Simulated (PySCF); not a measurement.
Single-point calculation of C₃H₁₁AlO

System: C₃H₁₁AlO.
Method: wB97X/6-31G*, RKS (PySCF 2.14.0).

A bond length was changed on purpose from its optimised value.

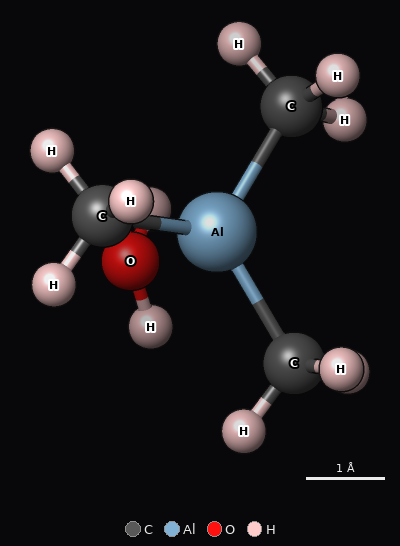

*The input geometry (ball-and-stick view, seen at a tilt). Sticks mark near contacts.*

Bond lengths as drawn: Al–C 1.97 to 1.98 Å, C–H 1.10 Å and H–O 0.96 Å.

Input (input.py)
```python
from pyscf import gto, dft

molecule = gto.M(
    atom='''
C     -0.821876     1.134295    -3.608763
Al     0.545454    -0.497748    -0.533933
C      3.594244     1.004395     1.027094
C     -0.014528    -4.146072    -0.102867
O     -2.396626     1.282425     2.319809
H     -0.723176     3.203488    -3.559705
H      0.253246     0.551371    -5.280320
H     -2.789515     0.609877    -3.996175
H      3.867536     0.417692     2.996340
H      3.610061     3.075988     0.982780
H      5.299911     0.399154     0.020097
H      0.352362    -4.777392     1.833460
H      1.241875    -5.243115    -1.330830
H     -1.947642    -4.709645    -0.580420
H     -1.528486     2.309075     3.548112
H     -3.554329     2.367789     1.426554
''',
    basis='6-31g*',
    max_memory=1860,
    unit='bohr',
    verbose=4,
)

mf = dft.RKS(molecule)
mf.xc = 'wb97x'
mf.conv_tol = 1e-10
mf.grids.level = 5
mf.kernel()
if not mf.converged:
    mf = mf.newton().run(mf.mo_coeff, mf.mo_occ)

e_final = mf.e_tot
print('E = %.10f Eh' % e_final)
```

Command:
```bash
OMP_NUM_THREADS=1 python input.py
```

Log
```
PySCF version 2.14.0

[INPUT] num. atoms = 16
[INPUT] num. electrons = 50
[INPUT] charge = 0
[INPUT] spin (= nelec alpha-beta = 2S) = 0
[INPUT] symmetry False subgroup None
[INPUT] Mole.unit = bohr
[INPUT] Symbol           X                Y                Z      unit          X                Y                Z       unit  Magmom
[INPUT]  1 C     -0.434918049402   0.600243064461  -1.909675139211 AA   -0.821876000000   1.134295000000  -3.608763000000 Bohr   0.0
[INPUT]  2 Al     0.288641826405  -0.263396898381  -0.282545175758 AA    0.545454000000  -0.497748000000  -0.533933000000 Bohr   0.0
[INPUT]  3 C      1.901992015286   0.531502944762   0.543514738273 AA    3.594244000000   1.004395000000   1.027094000000 Bohr   0.0
[INPUT]  4 C     -0.007687886520  -2.194006817234  -0.054434872156 AA   -0.014528000000  -4.146072000000  -0.102867000000 Bohr   0.0
[INPUT]  5 O     -1.268239862298   0.678630084714   1.227590056487 AA   -2.396626000000   1.282425000000   2.319809000000 Bohr   0.0
[INPUT]  6 H     -0.382688258684   1.695212845056  -1.883714763598 AA   -0.723176000000   3.203488000000  -3.559705000000 Bohr   0.0
[INPUT]  7 H      0.134012011957   0.291772967962  -2.794225010365 AA    0.253246000000   0.551371000000  -5.280320000000 Bohr   0.0
[INPUT]  8 H     -1.476147767520   0.322733009864  -2.114684740848 AA   -2.789515000000   0.609877000000  -3.996175000000 Bohr   0.0
[INPUT]  9 H      2.046611913613   0.221033087584   1.585594844168 AA    3.867536000000   0.417692000000   2.996340000000 Bohr   0.0
[INPUT] 10 H      1.910362011231   1.627742750663   0.520064779348 AA    3.610061000000   3.075988000000   0.982780000000 Bohr   0.0
[INPUT] 11 H      2.804592121104   0.211223200448   0.010634874408 AA    5.299911000000   0.399154000000   0.020097000000 Bohr   0.0
[INPUT] 12 H      0.186461940394  -2.528086974032   0.970225249133 AA    0.352362000000  -4.777392000000   1.833460000000 Bohr   0.0
[INPUT] 13 H      0.657171948811  -2.774536972233  -0.704244907609 AA    1.241875000000  -5.243115000000  -1.330830000000 Bohr   0.0
[INPUT] 14 H     -1.030647761431  -2.492236805523  -0.307145036762 AA   -1.947642000000  -4.709645000000  -0.580420000000 Bohr   0.0
[INPUT] 15 H     -0.808839958410   1.221909868305   1.877580012192 AA   -1.528486000000   2.309075000000   3.548112000000 Bohr   0.0
[INPUT] 16 H     -1.880869906912   1.252979979067   0.754899866947 AA   -3.554329000000   2.367789000000   1.426554000000 Bohr   0.0

nuclear repulsion = 228.918984828047
number of shells = 54
number of NR pGTOs = 203
number of NR cGTOs = 96
basis = 6-31g*
ecp = {}

******** <class 'pyscf.dft.rks.RKS'> ********
method = RKS
initial guess = minao
damping factor = 0
level_shift factor = 0
DIIS = <class 'pyscf.scf.diis.CDIIS'>
diis_start_cycle = 1
diis_space = 8
diis_damp = 0
SCF conv_tol = 1e-10
SCF conv_tol_grad = None
SCF max_cycles = 50
direct_scf = True
direct_scf_tol = 1e-13
XC library pyscf.dft.libxc version 7.0.0
    S. Lehtola, C. Steigemann, M. J.T. Oliveira, and M. A.L. Marques.,  SoftwareX 7, 1–5 (2018)
XC functionals = wb97x
radial grids:
    Treutler-Ahlrichs [JCP 102, 346 (1995); DOI:10.1063/1.469408] (M4) radial grids

becke partition: Becke, JCP 88, 2547 (1988); DOI:10.1063/1.454033
pruning grids: <function nwchem_prune>
grids dens level: 5
symmetrized grids: False
atomic radii adjust function: <function treutler_atomic_radii_adjust>
small_rho_cutoff = 0
Set gradient conv threshold to 1e-05
Initial guess from minao.
tot grids = 473904
init E= -438.441162323902
  HOMO = -0.314219622492741  LUMO = 0.00451385497805079  gap/eV = 8.67318
cycle= 1 E= -438.448881994535  delta_E= -0.00772  |g|= 0.617  |ddm|= 2.99
  HOMO = -0.280621028089849  LUMO = 0.11617046409053  gap/eV = 10.79725
cycle= 2 E= -438.489618491195  delta_E= -0.0407  |g|= 0.493  |ddm|= 0.745
  HOMO = -0.331966679970808  LUMO = 0.0904472428682106  gap/eV = 11.49447
cycle= 3 E= -438.536628310962  delta_E= -0.047  |g|= 0.0641  |ddm|= 0.333
  HOMO = -0.339630184314064  LUMO = 0.0968294315278664  gap/eV = 11.87667
cycle= 4 E= -438.537464976082  delta_E= -0.000837  |g|= 0.023  |ddm|= 0.0622
  HOMO = -0.336031176368826  LUMO = 0.0979595544321206  gap/eV = 11.80949
cycle= 5 E= -438.537614532892  delta_E= -0.00015  |g|= 0.00359  |ddm|= 0.0254
  HOMO = -0.336362989515021  LUMO = 0.0978064123539237  gap/eV = 11.81435
cycle= 6 E= -438.537619665894  delta_E= -5.13e-06  |g|= 0.000519  |ddm|= 0.00563
  HOMO = -0.336450225522375  LUMO = 0.0977132097030657  gap/eV = 11.81419
cycle= 7 E= -438.537619865835  delta_E= -2e-07  |g|= 9.42e-05  |ddm|= 0.0016
  HOMO = -0.336428862744214  LUMO = 0.0977266011807147  gap/eV = 11.81397
cycle= 8 E= -438.537619869914  delta_E= -4.08e-09  |g|= 2.07e-05  |ddm|= 0.000165
  HOMO = -0.336432548904034  LUMO = 0.0977261585765428  gap/eV = 11.81406
cycle= 9 E= -438.537619870187  delta_E= -2.73e-10  |g|= 5.07e-06  |ddm|= 5.47e-05
  HOMO = -0.336431703905427  LUMO = 0.0977262163880019  gap/eV = 11.81404
cycle= 10 E= -438.537619870199  delta_E= -1.23e-11  |g|= 2.69e-06  |ddm|= 8.38e-06
  HOMO = -0.336432086590363  LUMO = 0.0977264083181422  gap/eV = 11.81405
```

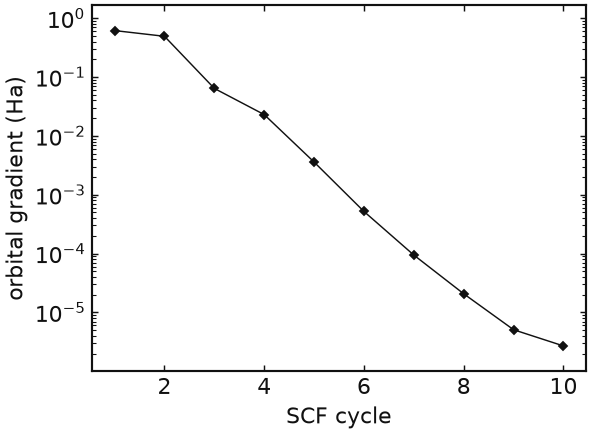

*Convergence of the self-consistent field: orbital gradient against the SCF cycle.*

The residual falls at every step.

```
Extra cycle  E= -438.537619870199  delta_E= 3.41e-13  |g|= 1.92e-06  |ddm|= 4.15e-06
converged SCF energy = -438.537619870199
E = -438.5376198702 Eh
```

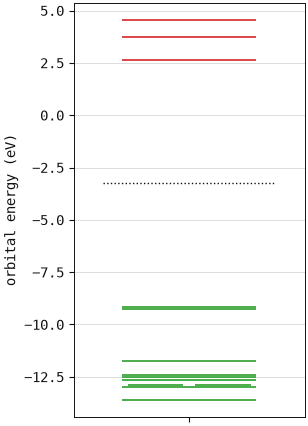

*Orbital energies near the frontier; the dotted line parts filled from empty levels, and levels within 0.02 eV of each other stand side by side.*

Highest filled −9.15 eV, lowest empty 2.66 eV, 11.81 eV apart.

Results in brief

| quantity | value |
| --- | --- |
| outcome | converged |
| total energy | −438.537620 hartree |
| basis functions | 96 |
| HOMO | −9.15 eV |
| LUMO | 2.66 eV |
| dipole moment | 3.84 D |
| hardware | 1 thread of Arm Neoverse V2, 112 GiB of memory available, shared host |
| wall time | 53 s |
| peak memory | 0.51 GiB |
